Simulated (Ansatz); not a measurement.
# SiTeF3 radical: a spread of methods and bases

Aim: run SiTeF3 radical under a spread of inputs, and see what each costs and gives.

Method: the settings change from run to run; program: Ansatz 0.2.0, Gaussian basis.

**1. The molecule**

The structure was relaxed beforehand with PBE0-D4 in a triple-zeta def2 set. Te takes a core potential in def2 sets; no spin-orbit term is included.

SMILES `F[Si](F)(F)[Te]`, 5 atoms, charge 0, spin multiplicity 2.

Atoms are counted from 1 here; the program's logs count them from 0.

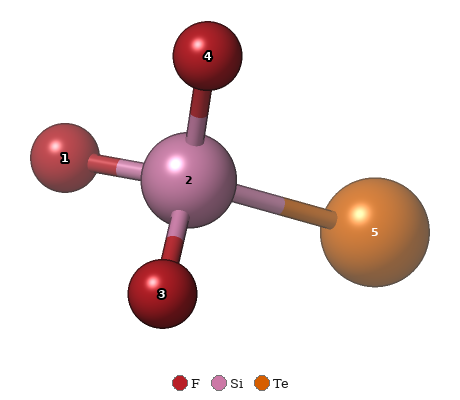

The geometry (fluorine red, silicon pink, tellurium orange); atoms are numbered from 1 in the order of the file.

**2. SPW92/STO-3G**

Set apart from the defaults: coordinates scaled by 0.92, finite nuclei, the search for lower states set to full.

Contents of in.yaml:

```yaml
crystal:
  periodic: [false, false, false]
  atoms:
    - {symbol: F, position_ang: [0.041000, -0.013415, 1.502411]}
    - {symbol: Si, position_ang: [0.083907, -0.102428, 0.055786]}
    - {symbol: F, position_ang: [-0.459114, -1.390844, -0.330046]}
    - {symbol: F, position_ang: [1.488316, -0.080581, -0.304255]}
    - {symbol: Te, position_ang: [-1.108293, 1.519556, -0.962075]}
basis:
  gaussian: {orbitals: STO-3G, nuclear_model: gaussian}
magnetization: {spin_polarized: true, initial_magnetization: 1}
hamiltonian: {xc: {name: SPW92}}
scf: {lower_state_search: full}
```

Command:

```
$ ansatz run in.yaml --threads 4 --pin off --events-out ev --progress --plain --max-ram 10444MiB
```

The program printed:

```text
Functional definition: SPW92
  name "SPW92"
  cite "Dirac, Proc. Camb. Phil. Soc. 26, 376 (1930) doi:10.1017/S0305004100016108"
  cite "Slater, Phys. Rev. 81, 385 (1951) doi:10.1103/PhysRev.81.385"
  cite "Perdew & Wang, Phys. Rev. B 45, 13244 (1992) doi:10.1103/PhysRevB.45.13244"
  exchange = slater_x
  correlation = pw_c
606 factors; integrals over basis functions are off by at most 2.7e-5 eV
mean field evaluation 1: about -193777.9592 eV, gradient 1.9e1 eV
mean field evaluation 2: about -193777.9504 eV, gradient 1.9e1 eV
mean field evaluation 4: about -193780.3955 eV, gradient 5.3e0 eV
mean field evaluation 8: about -193780.5743 eV, gradient 9.5e-1 eV
mean field evaluation 16: about -193780.5821 eV, gradient 1.7e-5 eV
mean field evaluation 32: about -193780.5691 eV, gradient 9.2e-2 eV
mean field evaluation 64: about -193780.5818 eV, gradient 6.1e-2 eV
mean field evaluation 96: about -193755.2384 eV, gradient 1.1e1 eV
mean field evaluation 128: about -193780.2880 eV, gradient 5.2e0 eV
mean field -193780.58206265 eV, -7121.3050416065 hartree, gradient 6.9e-6 eV, S^2 0.750307; 11 other end points of the search recorded, 0 dependent functions left out
reference -193780.58207759 eV, -7121.3050421552 hartree; 47, 46 occupied and 4, 5 virtual orbitals, 606 factors
Total energy: -193780.58207759 eV, -7121.3050421552 hartree
```

Wall time 0.75 s (4 threads of AMD EPYC 9R45, shared host).

⟨S²⟩ 0.750.

**3. PBE0/x2c-TZVPPall**

Options: multiplicity 4, atoms shaken by 0.15 Å.

Contents of in.yaml:

```yaml
crystal:
  periodic: [false, false, false]
  atoms:
    - {symbol: F, position_ang: [0.152211, -0.076789, 1.743454]}
    - {symbol: Si, position_ang: [-0.090877, 0.248059, 0.016177]}
    - {symbol: F, position_ang: [-0.322202, -1.547406, -0.239162]}
    - {symbol: F, position_ang: [1.444747, -0.336679, -0.329931]}
    - {symbol: Te, position_ang: [-1.012387, 1.480986, -0.949036]}
basis:
  gaussian: {orbitals: x2c-TZVPPall}
magnetization: {spin_polarized: true, initial_magnetization: 3}
hamiltonian: {xc: {name: PBE0}}
output: {forces: true}
```

The command is unchanged.

The program printed (excerpt; [...] marks lines left out):

```text
Functional definition: PBE0
  name "PBE0"
  cite "Adamo & Barone, J. Chem. Phys. 110, 6158 (1999) doi:10.1063/1.478522"
  cite "Perdew, Burke & Ernzerhof, Phys. Rev. Lett. 77, 3865 (1996) doi:10.1103/PhysRevLett.77.3865"
  parent pbe
[...]
1373 factors; their error is unknown
[...]
mean field -200898.35959496 eV, -7382.8785413158 hartree, gradient 3.3e-6 eV, S^2 3.759649; 6 other end points of the search recorded, 0 dependent functions left out
[...]
reference -200898.35961869 eV, -7382.8785421878 hartree; 48, 45 occupied and 147, 150 virtual orbitals, 1373 factors
Total energy: -200898.35961869 eV, -7382.8785421878 hartree
Relativity: scalar
Atom 0 at     0.152211    -0.076789     1.743454 Å, force    -1.596802     0.859105    -2.302874 eV/Å
Atom 1 at    -0.090877     0.248059     0.016177 Å, force    18.674409   -23.771656    19.143575 eV/Å
Atom 2 at    -0.322202    -1.547406    -0.239162 Å, force    -1.827967     2.218884    -0.074713 eV/Å
Atom 3 at     1.444747    -0.336679    -0.329931 Å, force    -0.046142     1.813826    -1.020820 eV/Å
Atom 4 at    -1.012387     1.480986    -0.949036 Å, force   -15.203498    18.879841   -15.745168 eV/Å
Dipole moment:    -0.694314     1.024236    -0.676713 e Å
```

Wall time 7.5 s (4 threads of AMD EPYC 9R45, shared host); peak memory 1.4 GiB.

Largest force 35.781 eV/Å, dipole 6.77 D, ⟨S²⟩ 3.760.

**4. SPW92/def2-TZVP**

Set apart from the defaults: finite nuclei.

Contents of in.yaml:

```yaml
crystal:
  periodic: [false, false, false]
  atoms:
    - {symbol: F, position_ang: [0.044565, -0.014582, 1.633055]}
    - {symbol: Si, position_ang: [0.091204, -0.111335, 0.060637]}
    - {symbol: F, position_ang: [-0.499037, -1.511787, -0.358746]}
    - {symbol: F, position_ang: [1.617735, -0.087588, -0.330712]}
    - {symbol: Te, position_ang: [-1.204667, 1.651691, -1.045734]}
basis:
  gaussian: {orbitals: def2-TZVP, nuclear_model: gaussian}
magnetization: {spin_polarized: true, initial_magnetization: 1}
hamiltonian: {xc: {name: SPW92}}
```

Same command.

The program printed:

```text
Functional definition: SPW92
  name "SPW92"
  cite "Dirac, Proc. Camb. Phil. Soc. 26, 376 (1930) doi:10.1017/S0305004100016108"
  cite "Slater, Phys. Rev. 81, 385 (1951) doi:10.1103/PhysRev.81.385"
  cite "Perdew & Wang, Phys. Rev. B 45, 13244 (1992) doi:10.1103/PhysRevB.45.13244"
  exchange = slater_x
  correlation = pw_c
1106 factors; their error is unknown
mean field evaluation 1: about -23233.8417 eV, gradient 3.9e1 eV
mean field evaluation 2: about -23198.8818 eV, gradient 1.0e2 eV
mean field evaluation 4: about -23237.7545 eV, gradient 6.0e0 eV
mean field evaluation 8: about -23237.8357 eV, gradient 3.2e0 eV
mean field evaluation 16: about -23237.7723 eV, gradient 3.8e-1 eV
mean field evaluation 32: about -23237.7778 eV, gradient 1.3e-4 eV
mean field evaluation 64: about -23237.7776 eV, gradient 9.3e-2 eV
mean field -23237.77779764 eV, -853.9725829316 hartree, gradient 5.6e-6 eV, S^2 0.751306; 3 other end points of the search recorded, 0 dependent functions left out
reference -23237.77782891 eV, -853.9725840810 hartree; 33, 32 occupied and 147, 148 virtual orbitals, 1106 factors
Total energy: -23237.77782891 eV, -853.9725840810 hartree
```

It took 2 s on 4 threads of AMD EPYC 9R45, shared host.

⟨S²⟩ 0.751.

**5. RPA/def2-mTZVPP**

This run has relativity set to scalar.

Edit in.yaml of step 4 so:

```diff
@@ -9,4 +9,5 @@
 basis:
-  gaussian: {orbitals: def2-TZVP, nuclear_model: gaussian}
+  gaussian: {orbitals: def2-mTZVPP}
 magnetization: {spin_polarized: true, initial_magnetization: 1}
-hamiltonian: {xc: {name: SPW92}}
+hamiltonian: {xc: {name: HF}, pseudopotentials: {relativity: scalar}}
+correlation: {method: rpa}
```

Same command.

The program printed:

```text
Functional definition: HF
  name "HF"
  cite "Fock, Z. Phys. 61, 126 (1930) doi:10.1007/BF01340294"
  parent pbe
  exchange = exact_x
  correlation = 0
1291 factors; integrals over basis functions are off by at most 6.4e-4 eV
mean field evaluation 1: about -23273.7596 eV, gradient 3.0e1 eV
mean field evaluation 2: about -23273.7603 eV, gradient 3.0e1 eV
mean field evaluation 4: about -23276.7785 eV, gradient 1.7e0 eV
mean field evaluation 8: about -23276.8089 eV, gradient 3.6e-3 eV
mean field evaluation 16: about -23276.7112 eV, gradient 3.0e0 eV
mean field evaluation 32: about -23276.7821 eV, gradient 4.4e-1 eV
mean field -23276.80892756 eV, -855.4069504999 hartree, gradient 4.2e-8 eV, S^2 0.759444; 5 other end points of the search recorded, 0 dependent functions left out
12 core orbitals not correlated: weight in the atoms' cores, before any rotation towards them, 1.000 or more for the frozen orbitals, at most 0.000 for the correlated occupied ones
reference -23276.80892756 eV, -855.4069504999 hartree; 21, 20 occupied and 102, 103 virtual orbitals, 1291 factors
Total energy: -23302.35510787 eV, -856.3457553108 hartree
Relativity: scalar
```

Run time: 3.2 s. Hardware: 4 threads of AMD EPYC 9R45, shared host.

⟨S²⟩ 0.759.

**6. SVWN5/x2c-TZVPPall**

Options: charge +1, multiplicity 1, atoms shaken by 0.03 Å.

Contents of in.yaml:

```yaml
crystal:
  periodic: [false, false, false]
  atoms:
    - {symbol: F, position_ang: [0.063447, -0.058728, 1.642497]}
    - {symbol: Si, position_ang: [0.107051, -0.121634, 0.087140]}
    - {symbol: F, position_ang: [-0.513371, -1.501660, -0.377937]}
    - {symbol: F, position_ang: [1.566244, -0.023878, -0.375749]}
    - {symbol: Te, position_ang: [-1.190594, 1.619489, -1.015985]}
basis:
  gaussian: {orbitals: x2c-TZVPPall}
total_charge: 1
hamiltonian: {xc: {name: SVWN5}}
output: {forces: true}
```

The command is unchanged.

The program printed (excerpt; [...] marks lines left out):

```text
Functional definition: SVWN5
  name "SVWN5"
  cite "Dirac, Proc. Camb. Phil. Soc. 26, 376 (1930) doi:10.1017/S0305004100016108"
  cite "Slater, Phys. Rev. 81, 385 (1951) doi:10.1103/PhysRev.81.385"
  cite "Vosko, Wilk & Nusair, Can. J. Phys. 58, 1200 (1980) doi:10.1139/p80-159"
[...]
1271 factors; their error is unknown
[...]
mean field -200667.59344440 eV, -7374.3980417018 hartree, gradient 2.5e-7 eV, S^2 0.000000; 4 other end points of the search recorded, 0 dependent functions left out
[...]
reference -200667.59347043 eV, -7374.3980426582 hartree; 46, 46 occupied and 149, 149 virtual orbitals, 1271 factors
Total energy: -200667.59347043 eV, -7374.3980426582 hartree
Relativity: scalar
Atom 0 at     0.063447    -0.058728     1.642497 Å, force    -0.204581     0.300022    -0.194763 eV/Å
Atom 1 at     0.107051    -0.121634     0.087140 Å, force     0.008847    -2.167912     1.152904 eV/Å
Atom 2 at    -0.513371    -1.501660    -0.377937 Å, force    -0.145099     0.954168    -0.063602 eV/Å
Atom 3 at     1.566244    -0.023878    -0.375749 Å, force     0.834265     0.435483    -0.472032 eV/Å
Atom 4 at    -1.190594     1.619489    -1.015985 Å, force    -0.493432     0.478239    -0.422507 eV/Å
Dipole moment:    -0.399373     0.596534    -0.357313 e Å
```

Wall time 2.5 s (4 threads of AMD EPYC 9R45, shared host).

Largest force 2.455 eV/Å.

**7. PBEsol/def2-mTZVPP**

This run has restricted open-shell orbitals, high accuracy.

Contents of in.yaml:

```yaml
crystal:
  periodic: [false, false, false]
  atoms:
    - {symbol: F, position_ang: [0.044565, -0.014582, 1.633055]}
    - {symbol: Si, position_ang: [0.091204, -0.111335, 0.060637]}
    - {symbol: F, position_ang: [-0.499037, -1.511787, -0.358746]}
    - {symbol: F, position_ang: [1.617735, -0.087588, -0.330712]}
    - {symbol: Te, position_ang: [-1.204667, 1.651691, -1.045734]}
basis:
  gaussian: {orbitals: def2-mTZVPP}
magnetization: {spin_polarized: false, initial_magnetization: 1}
hamiltonian: {xc: {name: PBEsol}}
accuracy: high
output: {forces: true}
```

The command is unchanged.

The program printed (excerpt; [...] marks lines left out):

```text
Functional definition: PBEsol
  name "PBEsol"
  cite "Perdew et al., Phys. Rev. Lett. 100, 136406 (2008) doi:10.1103/PhysRevLett.100.136406"
  cite "Perdew, Burke & Ernzerhof, Phys. Rev. Lett. 77, 3865 (1996) doi:10.1103/PhysRevLett.77.3865"
  parent pbesol
[...]
2633 factors; integrals over basis functions are off by at most 1.1e-8 eV
[...]
mean field -23273.47653026 eV, -855.2844871579 hartree, gradient 1.5e-8 eV, S^2 0.750000; 4 other end points of the search recorded, 0 dependent functions left out
[...]
reference -23273.47653363 eV, -855.2844872819 hartree; 33, 32 occupied and 102, 103 virtual orbitals, 2633 factors
Total energy: -23273.47653363 eV, -855.2844872819 hartree
Atom 0 at     0.044565    -0.014582     1.633055 Å, force    -0.021045     0.039126     0.705638 eV/Å
Atom 1 at     0.091204    -0.111335     0.060637 Å, force    -0.321959     0.512499    -0.276219 eV/Å
Atom 2 at    -0.499037    -1.511787    -0.358746 Å, force    -0.275563    -0.632428    -0.197373 eV/Å
Atom 3 at     1.617735    -0.087588    -0.330712 Å, force     0.685052     0.005733    -0.175861 eV/Å
Atom 4 at    -1.204667     1.651691    -1.045734 Å, force    -0.066485     0.075071    -0.056185 eV/Å
Dipole moment:    -0.180641     0.254896    -0.154703 e Å
```

Wall time 4.8 s (4 threads of AMD EPYC 9R45, shared host); peak memory 0.57 GiB.

Largest force 0.718 eV/Å, dipole 1.67 D.

**8. r2SCAN0/ANO-RCC-VTZP**

Set apart from the defaults: D3(BJ) with three-body dispersion, high accuracy, the search for lower states set to full.

Edit in.yaml of step 7 so:

```diff
@@ -9,6 +9,6 @@
 basis:
-  gaussian: {orbitals: def2-mTZVPP}
-magnetization: {spin_polarized: false, initial_magnetization: 1}
-hamiltonian: {xc: {name: PBEsol}}
+  gaussian: {orbitals: ANO-RCC-VTZP}
+magnetization: {spin_polarized: true, initial_magnetization: 1}
+hamiltonian: {xc: {name: r2SCAN0}, dispersion: d3bjatm}
 accuracy: high
-output: {forces: true}
+scf: {lower_state_search: full}
```

Launched as before.

The program printed (excerpt; [...] marks lines left out):

```text
Functional definition: r2SCAN0
  name "r2SCAN0"
  cite "Bursch, Neugebauer, Ehlert & Grimme, J. Chem. Phys. 156, 134105 (2022) doi:10.1063/5.0086040"
  cite "Furness, Kaplan, Ning, Perdew & Sun, J. Phys. Chem. Lett. 11, 8208 (2020) doi:10.1021/acs.jpclett.0c02405"
  cite "Furness, Kaplan, Ning, Perdew & Sun, J. Phys. Chem. Lett. 11, 9248 (2020) doi:10.1021/acs.jpclett.0c03077"
  parent r2scan
[...]
3457 factors; integrals over basis functions are off by at most 5.3e-9 eV
[...]
mean field -200923.62140794 eV, -7383.8068958196 hartree, gradient 4.6e-8 eV, S^2 0.756146; 5 other end points of the search recorded, 0 dependent functions left out
reference -200923.62141390 eV, -7383.8068960387 hartree; 47, 46 occupied and 145, 146 virtual orbitals, 3457 factors
Total energy: -200923.65896700 eV, -7383.8082760898 hartree
Relativity: scalar
```

It took 80 s on 4 threads of AMD EPYC 9R45, shared host; peak memory 2.1 GiB.

⟨S²⟩ 0.756.

**9. BLYP/def2-SVP**

This run has D4 dispersion.

Edit in.yaml of step 8 so:

```diff
@@ -9,6 +9,4 @@
 basis:
-  gaussian: {orbitals: ANO-RCC-VTZP}
+  gaussian: {orbitals: def2-SVP}
 magnetization: {spin_polarized: true, initial_magnetization: 1}
-hamiltonian: {xc: {name: r2SCAN0}, dispersion: d3bjatm}
-accuracy: high
-scf: {lower_state_search: full}
+hamiltonian: {xc: {name: BLYP}, dispersion: d4}
```

Launched as before.

The program printed:

```text
Functional definition: BLYP
  name "BLYP"
  cite "Becke, Phys. Rev. A 38, 3098 (1988) doi:10.1103/PhysRevA.38.3098"
  cite "Lee, Yang & Parr, Phys. Rev. B 37, 785 (1988) doi:10.1103/PhysRevB.37.785"
  parameter beta = 0.0042
  parameter a = 0.04918
  parameter b = 0.132
  parameter c = 0.2533
  parameter d = 0.349
  exchange = b88_x(beta = beta)
  correlation = lyp_c(a = a, b = b, c = c, d = d)
960 factors; their error is unknown
mean field evaluation 1: about -23310.6455 eV, gradient 3.9e1 eV
mean field evaluation 2: about -23278.8975 eV, gradient 9.6e1 eV
mean field evaluation 4: about -23314.9925 eV, gradient 4.4e0 eV
mean field evaluation 8: about -23315.0520 eV, gradient 1.8e0 eV
mean field evaluation 16: about -23315.0494 eV, gradient 1.9e-3 eV
mean field evaluation 32: about -23315.0481 eV, gradient 3.2e-2 eV
mean field -23315.04940703 eV, -856.8122622001 hartree, gradient 7.1e-6 eV, S^2 0.751168; 3 other end points of the search recorded, 0 dependent functions left out
reference -23315.04967699 eV, -856.8122721209 hartree; 33, 32 occupied and 53, 54 virtual orbitals, 960 factors
Total energy: -23315.37451542 eV, -856.8242097131 hartree
```

Wall time 1.2 s (4 threads of AMD EPYC 9R45, shared host).

⟨S²⟩ 0.751.

**10. PBE/def2-TZVPP**

Set apart from the defaults: D4 dispersion, the search for lower states set to off.

Edit in.yaml of step 9 so:

```diff
@@ -9,4 +9,6 @@
 basis:
-  gaussian: {orbitals: def2-SVP}
+  gaussian: {orbitals: def2-TZVPP}
 magnetization: {spin_polarized: true, initial_magnetization: 1}
-hamiltonian: {xc: {name: BLYP}, dispersion: d4}
+hamiltonian: {xc: {name: PBE}, dispersion: d4}
+scf: {lower_state_search: off}
+output: {forces: true}
```

The command is unchanged.

The program printed (excerpt; [...] marks lines left out):

```text
Functional definition: PBE
  name "PBE"
  cite "Perdew, Burke & Ernzerhof, Phys. Rev. Lett. 77, 3865 (1996) doi:10.1103/PhysRevLett.77.3865"
  parent pbe
[...]
1142 factors; their error is unknown
[...]
mean field -23319.23516660 eV, -856.9660860271 hartree, gradient 9.6e-7 eV, S^2 0.752690; 0 other end points of the search recorded, 0 dependent functions left out
[...]
reference -23319.23520093 eV, -856.9660872889 hartree; 33, 32 occupied and 152, 153 virtual orbitals, 1142 factors
Total energy: -23319.38518322 eV, -856.9715990365 hartree
Atom 0 at     0.044565    -0.014582     1.633055 Å, force    -0.034936     0.059851     0.752623 eV/Å
Atom 1 at     0.091204    -0.111335     0.060637 Å, force    -0.270000     0.421249    -0.231280 eV/Å
Atom 2 at    -0.499037    -1.511787    -0.358746 Å, force    -0.301095    -0.662878    -0.216705 eV/Å
Atom 3 at     1.617735    -0.087588    -0.330712 Å, force     0.728421     0.023706    -0.200502 eV/Å
Atom 4 at    -1.204667     1.651691    -1.045734 Å, force    -0.122389     0.158072    -0.104136 eV/Å
Dipole moment:    -0.181960     0.256815    -0.155840 e Å
Checks for a lower state left out: stability, starts, cluster_reference, orbital_swaps, neighbouring_geometries, increment
```

It took 1.5 s on 4 threads of AMD EPYC 9R45, shared host.

Largest force 0.760 eV/Å, dipole 1.69 D, ⟨S²⟩ 0.753.

**11. All runs side by side**

```
               level  charge  multiplicity  geometry  functions  energy (eV)    time
        SPW92/STO-3G       0             2    scaled         51  -193780.582  0.75 s
   PBE0/x2c-TZVPPall       0             4    shaken        195  -200898.360   7.5 s
     SPW92/def2-TZVP       0             2   relaxed        180   -23237.778     2 s
     RPA/def2-mTZVPP       0             2   relaxed        135   -23302.355   3.2 s
  SVWN5/x2c-TZVPPall       1             1    shaken        195  -200667.593   2.5 s
  PBEsol/def2-mTZVPP       0             2   relaxed        135   -23273.477   4.8 s
r2SCAN0/ANO-RCC-VTZP       0             2   relaxed        192  -200923.659    80 s
       BLYP/def2-SVP       0             2   relaxed         86   -23315.375   1.2 s
      PBE/def2-TZVPP       0             2   relaxed        185   -23319.385   1.5 s
```

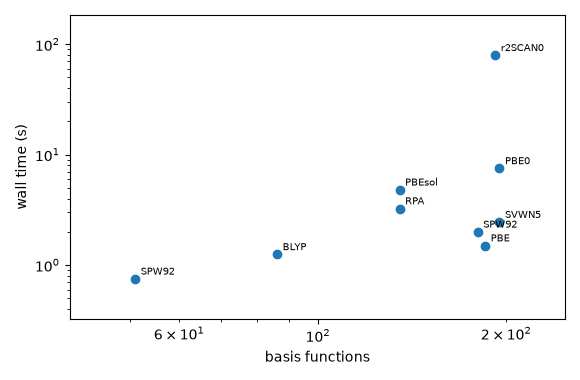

Wall time against the number of basis functions (shared host).

**12. What came out**

| quantity | value |
| --- | --- |
| runs | 9 |
| quickest | SPW92/STO-3G, 0.75 s |
| slowest | r2SCAN0/ANO-RCC-VTZP, 80 s |
| spread of total energies, same state and geometry | 177685.9 eV |
| dipole, same state and geometry | 1.67 to 1.69 D |

Run time spans a factor of 106, from SPW92/STO-3G to r2SCAN0/ANO-RCC-VTZP. The jobs differ in tasks and options as well as level. The totals spread over 177686 eV; they can't be compared across methods or bases. Some of these runs are scalar-relativistic and others not, which shifts the totals of all-electron atoms past neon by several eV an atom and more; core potentials, where a basis has them, take the core out of the total altogether. At the PBE0-D4/def2-TZVP geometry and in the same state, the sound runs without point charges leave forces up to 0.76 eV/Å (PBE/def2-TZVPP).
